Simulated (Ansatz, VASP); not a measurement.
# GaN in two plane-wave programs

Aim: how closely do two programs agree when they are given the same cell, functional and k mesh?

Main program and level: Ansatz 0.2.0; plane waves, with VASP 6.6.1 beside it; band structure at HSE06.

The database entry behind the starting cell has ideal inner coordinates that were not refined, so it need not match the best structure at ambient conditions.

### 1. Starting point

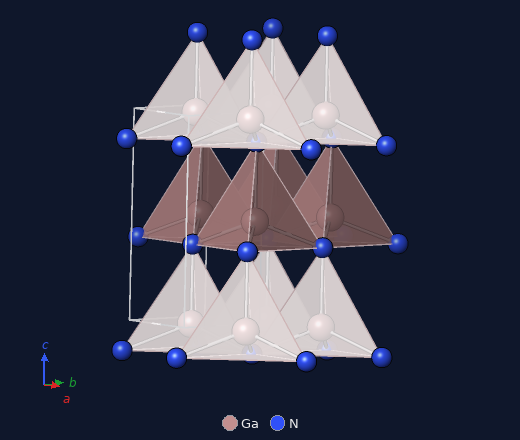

The cell as given, slightly off an axis (gallium pink, nitrogen blue). 2×2×1 cells are drawn. Some periodic images of atoms are drawn too.

### 2. Ansatz: band structure, HSE06

Ansatz runs on its default PAW (the set named soft_2) files.

The same path points are solved in both programs, so levels can be compared one by one.

input.yaml

```yaml
crystal:
  lattice:
    - [3.19, 0.0, 0.0]
    - [-1.595, 2.7626210381, 0.0]
    - [0.0, 0.0, 5.189]
  atoms:
    - { symbol: Ga, position: [0.3333333333, 0.6666666667, 0.5] }
    - { symbol: Ga, position: [0.6666666667, 0.3333333333, 0.0] }
    - { symbol: "N", position: [0.3333333333, 0.6666666667, 0.875] }
    - { symbol: "N", position: [0.6666666667, 0.3333333333, 0.375] }
hamiltonian:
  xc: { exchange: pbe, correlation: pbe, exx: { coeff: 0.25, omega: 0.2 } }
  pseudopotentials: { kind: paw }
kpoints:
  mp_grid: { grid: [5, 5, 3] }
  band_path:
    path:
      - [0.0, 0.0, 0.0]
      - [0.44444, 0.0, 0.0]
      - [0.38889, 0.22222, 0.0]
      - [0.18519, 0.18519, 0.0]
      - [0.0, 0.0, 0.11111]
      - [0.0, 0.0, 0.5]
      - [0.44444, 0.0, 0.5]
      - [0.38889, 0.22222, 0.5]
      - [0.18519, 0.18519, 0.5]
      - [0.5, 0.0, 0.38889]
      - [0.33333, 0.33333, 0.0]
      - [0.33333, 0.33333, 0.5]
    npoints: 1
scf:
  occupations: { method: gaussian, width: 0.03 }
  n_extra_bands: 8
output:
  forces: true
  stress: true
  eigenvalues: true
```

The run is started by

```sh
> ansatz run input.yaml --threads 4 --pin off --max-ram 9216MiB --backend cpu --events-out ev --progress --plain --runs-dir out
```

Numbers of over 12 decimals in the logs are rounded to 6 here.

The program printed:

```text
Warning: output.stress: scf.convergence.dr2_threshold = 1e-7 eV (the SCF's general default) is looser than the 4e-10 eV advised for a printed stress (1e-10 eV for each atom of the cell: 4). What an SCF threshold leaves in a stress goes as its square root, and in the free energy as the threshold itself, and one threshold admits the most on a small cell: [figures from the program's tests cut] Set scf.convergence.dr2_threshold to 4e-10 eV or tighter. The threshold is an SCF's pass mark: one that does not reach it within its budget of iterations ends unconverged, or closes short of it on a stop that the run arms, and scf.convergence.dr2_threshold's page says what that costs each kind of run
Warning: output.stress: scf.exx.energy_threshold = 1e-6 eV is looser than the 4e-8 eV advised for a stress under a hybrid functional (1e-8 eV for each atom of the cell: 4). Every SCF of the exchange loop can meet its threshold on dr2 while the loop round them stops early: no threshold on dr2 bounds what that leaves in the stress. Set scf.exx.energy_threshold to 4e-8 eV or tighter. The threshold is the loop's pass mark: a loop that does not reach it within its budget of cycles ends unconverged, and scf.exx.energy_threshold's page has the law
scf.n_extra_bands = 8 over 18 filled bands (N_el = 36.0): the run solves 26 bands
Engine: ansatz 0.2.0, x86_64-unknown-linux-gnu
Pseudopotentials: kind: paw
Pseudopotential: Ga, paw, valence charge 13, recommended cutoff 420 eV (normal), Ga.paw.azcp
Pseudopotential: N, paw, valence charge 5, recommended cutoff 420 eV (normal), N.paw.azcp
Functional definition: unnamed
  parameter a_1 = 0.25
  parameter omega_1 = 0.2/angstrom
  exchange = pbe_x + (-a_1)*pbe_x_sr(omega_1) + a_1*exact_x_sr(omega_1)
  correlation = pbe_c
Crystal: 4 atoms, lattice volume = 45.729 Å³
Basis set: ecut = 420 eV, 917 PW (Γ), exchange–correlation on 48×48×72 points (8 copies of the dense FFT grid, shifted against one another)
Bands: 26, of which v1, the nominal top of the filled ones, is band 18 counted from 1 (17 counted from 0)
Symmetry: 12 space group operations
Space group: P63mc (ITA 186), of the structure as read, at distance tolerance 3.6e-5 Å
k-points: 10 of 75 (time reversal used)
Non-local potential: Ga, projectors of the file, l = 0: 2, l = 1: 2, l = 2: 3, l = 3: 1
Non-local potential: N, projectors of the file, l = 0: 2, l = 1: 2, l = 2: 1
PAW form: soft (Blöchl's): semilocal exchange-correlation on the pseudo side does not see the compensation charge
PAW frozen core: Ga, regenerated for the run's functional, and the local potential with it (the file was generated under x = pbe(κ = 0.804, μ = 0.219515), c = pbe(β = 0.066725))
PAW frozen core: N, regenerated for the run's functional, and the local potential with it (the file was generated under x = pbe(κ = 0.804, μ = 0.219515), c = pbe(β = 0.066725))
PAW one-centre angular grid: Ga, 590 points (default); XC on 64 Gauss nodes
PAW one-centre angular grid: N, 110 points (default); XC on 64 Gauss nodes
Initial density: superposition of atomic densities (neutral atoms: chi_scale 0, normalization atom), corrected by the library's trained network
Initial wavefunctions: pseudopotential atomic-orbital guess
Functional: x = pbe(κ = 0.804, μ = 0.219515), c = pbe(β = 0.066725), warm-up for x = pbe(κ = 0.804, μ = 0.219515) + 0.25 (exact − pbe) at short range (hse, ω = 0.2 Å⁻¹), c = pbe(β = 0.066725)
SCF iter   1: F=—  HF=-8335.805124 eV  |F-HF|=—  |Δ(HF+E_count)|=         —  Δρ=8.54e-4  dr2=1.26e-4  ethr=1.77e-3  ⟨swp⟩=2.0  Hψ=1648  notcnv=0
preconditioner: auto → none  [insulator: Δε(μ)=1.883 eV  Ē_g=18.793 eV  σ=0.030 eV  W_gap=1.00  n_scr=22 (ndim 8)  ℏωp=32.9 eV  f_vac=0.009  D(μ)=0.00/eV (n_scr^D=0)]
SCF iter   2: F=-8335.805471 eV  HF=-8335.805367 eV  |F-HF|=1.03e-4  |Δ(HF+E_count)|=   2.44e-4  Δρ=3.97e-4  dr2=2.73e-5  ethr=3.51e-7  ⟨swp⟩=4.3  Hψ=751  notcnv=0
SCF 1 stopped early in 2 iterations: F = -8335.805471 eV  dr2 = 2.73e-5
  greatest PAW one-centre occupation: 0.995 electrons in one spin orbital (limit 2), on the Ga atom at site 1 (counted from 0), in its partial waves of l = 2
Initial density: handed on by an earlier stage of this run
Initial wavefunctions: those handed on with the density
Functional: x = pbe(κ = 0.804, μ = 0.219515) + 0.25 (exact − pbe) at short range (hse, ω = 0.2 Å⁻¹), c = pbe(β = 0.066725)
Exchange kernel: α = 0.2500, screened, ω = 0.2000 Å⁻¹, Wigner–Seitz truncation, v(0) = 1108.1286 eV·Å³, q-mesh 5×5×3, nearest image of the exchange supercell L = 15.57 Å, pair-density grid 18×18×30, without the augmentation charges, whose exchange is taken in its separable form by FFT convolution over the k-point mesh (sized by the pseudopotential files, 20×20×36 at the most), smooth part of the exact exchange by density-matrix convolution
Frozen-core exchange: fock
SCF iter   1: F=—  HF=-8336.824638 eV  |F-HF|=—  |Δ(HF+E_count)|=         —  Δρ=1.75e-2  dr2=5.53e-2  ethr=7.58e-7  ⟨swp⟩=6.0  Hψ=1314  notcnv=0
preconditioner: auto → none  [insulator: Δε(μ)=3.123 eV  Ē_g=22.030 eV  σ=0.030 eV  W_gap=1.00  n_scr=22 (ndim 8)  ℏωp=32.9 eV  f_vac=0.010  D(μ)=0.00/eV (n_scr^D=0)]
SCF iter   2: F=—  HF=-8336.797866 eV  |F-HF|=—  |Δ(HF+E_count)|=   2.68e-2  Δρ=4.31e-3  dr2=6.01e-3  ethr=7.58e-7  ⟨swp⟩=4.0  Hψ=945  notcnv=0
SCF iter   3: F=—  HF=-8336.813756 eV  |F-HF|=—  |Δ(HF+E_count)|=   1.59e-2  Δρ=4.37e-3  dr2=3.22e-3  ethr=7.58e-7  ⟨swp⟩=4.0  Hψ=948  notcnv=0
SCF iter   4: F=—  HF=-8336.813274 eV  |F-HF|=—  |Δ(HF+E_count)|=   4.82e-4  Δρ=1.49e-3  dr2=3.54e-4  ethr=7.58e-7  ⟨swp⟩=3.4  Hψ=626  notcnv=0
SCF iter   5: F=—  HF=-8336.813568 eV  |F-HF|=—  |Δ(HF+E_count)|=   2.94e-4  Δρ=4.76e-4  dr2=6.89e-5  ethr=7.58e-7  ⟨swp⟩=3.6  Hψ=488  notcnv=0  defer=1
SCF iter   6: F=—  HF=-8336.813548 eV  |F-HF|=—  |Δ(HF+E_count)|=   1.96e-5  Δρ=1.62e-4  dr2=1.61e-5  ethr=1.84e-7  ⟨swp⟩=3.0  Hψ=622  notcnv=0
iter 7 solved again at ethr=5.20e-10 eV; its pass at ethr=3.78e-8 eV (dr2=1.87e-7 eV) is discarded
SCF iter   7: F=-8336.813544 eV  HF=-8336.813544 eV  |F-HF|=1.88e-7  |Δ(HF+E_count)|=   4.40e-6  Δρ=2.46e-5  dr2=2.66e-6  ethr=5.20e-10  ⟨swp⟩=4.3  Hψ=1168  notcnv=0  defer=2
SCF 2 stopped early in 7 iterations: F = -8336.813544 eV  dr2 = 2.66e-6
  Residual-converged pass: ⟨swp⟩=3.0  Hψ=577  notcnv=0  max |occ|·‖R‖ = 6.4e-6 eV (tolerance 6.7e-6 eV)  dr2=2.66e-6  dr2_onsite=1.39e-7  max |Δocc| = 0.0e0
  greatest PAW one-centre occupation: 0.996 electrons in one spin orbital (limit 2), on the Ga atom at site 1 (counted from 0), in its partial waves of l = 2
hybrid outer 1: dexx = +1.767e-2 eV, tail = 5.51e-5 eV
Exchange kernel: α = 0.2500, screened, ω = 0.2000 Å⁻¹, Wigner–Seitz truncation, v(0) = 1108.1286 eV·Å³, q-mesh 5×5×3, nearest image of the exchange supercell L = 15.57 Å, pair-density grid 18×18×30, without the augmentation charges, whose exchange is taken in its separable form by FFT convolution over the k-point mesh (sized by the pseudopotential files, 20×20×36 at the most), smooth part of the exact exchange by density-matrix convolution
Frozen-core exchange: fock
SCF iter   1: F=—  HF=-8336.813002 eV  |F-HF|=—  |Δ(HF+E_count)|=         —  Δρ=5.61e-5  dr2=8.63e-7  ethr=7.65e-7  ⟨swp⟩=4.0  Hψ=609  notcnv=0
preconditioner: auto → none  [insulator: Δε(μ)=3.175 eV  Ē_g=21.861 eV  σ=0.030 eV  W_gap=1.00  n_scr=22 (ndim 8)  ℏωp=32.9 eV  f_vac=0.012  D(μ)=0.00/eV (n_scr^D=0)]
SCF iter   2: F=—  HF=-8336.813004 eV  |F-HF|=—  |Δ(HF+E_count)|=   1.76e-6  Δρ=1.52e-5  dr2=4.09e-8  ethr=2.01e-9  ⟨swp⟩=4.0  Hψ=783  notcnv=0
SCF iter   3: F=—  HF=-8336.813004 eV  |F-HF|=—  |Δ(HF+E_count)|=   2.57e-8  Δρ=7.17e-6  dr2=1.05e-8  ethr=1.08e-10  ⟨swp⟩=3.9  Hψ=713  notcnv=0
SCF iter   4: F=—  HF=-8336.813004 eV  |F-HF|=—  |Δ(HF+E_count)|=   7.41e-9  Δρ=4.02e-6  dr2=2.39e-9  ethr=2.75e-11  ⟨swp⟩=2.3  Hψ=477  notcnv=0
SCF iter   5: F=-8336.813004 eV  HF=-8336.813004 eV  |F-HF|=3.67e-10  |Δ(HF+E_count)|=   1.60e-9  Δρ=1.22e-6  dr2=4.06e-10  ethr=4.83e-12  ⟨swp⟩=3.0  Hψ=466  notcnv=0
SCF 3 converged in 5 iterations: F = -8336.813004 eV  dr2 = 4.06e-10
  Residual-converged pass: ⟨swp⟩=3.0  Hψ=598  notcnv=0  max |occ|·‖R‖ = 4.6e-7 eV (tolerance 6.3e-7 eV)  dr2=4.29e-10  dr2_onsite=2.33e-10  max |Δocc| = 0.0e0
  greatest PAW one-centre occupation: 0.996 electrons in one spin orbital (limit 2), on the Ga atom at site 0 (counted from 0), in its partial waves of l = 2
hybrid outer 2: dexx = +6.521e-7 eV, tail = 2.51e-8 eV, Δε = 2.92e-3 eV (about 7.39e-5 eV left of the loop's levels), ΔF = 1.16e-4 eV/Å (tail 8.06e-5)
NSCF: frozen V_eff on 12 k-points
hybrid SCF converged: 2 outer / 12 inner (+2 warm-up), last move |dexx| = 6.52e-7 eV, tail = 2.51e-8 eV
Stability not checked: this state was not tested for a lower state beside it, because the functional holds exact exchange (a hybrid, or Hartree-Fock), whose exchange loop this test does not read (fock_operator; see scf.lower_state_search)
Free energy (F): -8336.813003 eV
Frozen-core exchange: fock
Harris-Foulkes:  -8336.813003 eV  (|F-HF|=3.67e-10)
Internal energy: -8336.813003 eV  (E = F + TS)
E sigma→0 (E₀):  -8336.813003 eV
Fermi energy:    10.439344 eV
--- Per-component energies (eV) ---
  E_band       = -93.258852
  E_kinetic    = 493.482462
  E_local      = -3912.714293  (includes V_loc(G=0)·N_el)
  E_nonlocal   = 949.726179
  E_hartree    = 1807.898937
  E_xc         = -206.772649
  E_vxc        = -213.977026  (∫ρ·V_xc dr)
  E_exx        = -124.570945  (= α·E_x^exact, valence–valence)
  E_paw        = -4171.536513  (= ΣΔE_a)
  E_vpaw       = -776.433393  (= ΣTr[D̂ρ^β])
  E_aug_tail   = 0.000122  (compensation charges beyond the density's cutoff)
  E_ewald      = -3172.508547
  E_core_change = 0.182250  (= ΣΔE_core)
  E_smearing   = -0.000000  (= −TS)
  E_closure    = -0.000006  (closes the sum)
  Σ components = -8336.813003   (vs F -8336.813003, Δ=1.82e-12)
--- Forces (eV/Å), atoms counted from 1 ---
  atom   1  Ga    -0.00000000     0.00000000    -0.13932303
  atom   2  Ga     0.00000000    -0.00000000    -0.13932303
  atom   3  N      0.00000000     0.00000000     0.13931154
  atom   4  N     -0.00000000    -0.00000000     0.13931154
  max |Σ_I F_I| component: 2.30e-5 eV/Å
--- Stress (GPa, compression-positive) ---
       -1.447568       0.000000       0.000000
        0.000000      -1.447568       0.000000
        0.000000       0.000000      -0.497761
  P = ⅓ Tr σ = -1.1310 GPa (-11.310 kbar)
--- Band table (eV; the first three rows and the last of 10) ---
  k-point 0: bands = [... 14 lower, 7.7215, 8.7924, 8.8518, 8.8518, 12.0268, 14.5457, 19.8145, 20.3223, ... 4 higher]
  k-point 1: bands = [... 14 lower, 7.9928, 7.9928, 8.5574, 8.5574, 13.7599, 14.6921, 19.1310, 19.5087, ... 4 higher]
  k-point 2: bands = [... 14 lower, 6.5660, 6.9928, 8.3412, 8.4949, 13.9785, 16.1623, 18.2011, 19.1377, ... 4 higher]
  k-point 9: bands = [... 14 lower, 4.5473, 5.7421, 6.4662, 7.1915, 15.5307, 16.7915, 17.9934, 18.2689, ... 4 higher]
```

Wall time 15 s (4 threads of AMD EPYC 9B45 (Zen 5), shared host); peak memory 0.85 GiB.

The column dr2 measures how far the density is from self-consistency, as an energy; F and HF (Harris–Foulkes) agree once it is small.

(Continued in part 2 of 2.)

[Lines on the potential files, build, host, timing and source positions are cut from VASP's logs without a mark.]

[Logs are printed without paths, hosts, clocks, repeated set-up lines and the standing remarks that a program may print on its own settings, such as how far it seeks lower states.]

[Hosts, paths, dates, database ids (printed as entryN), source tags and the programs' standing remarks are cut or masked in the printed files.]
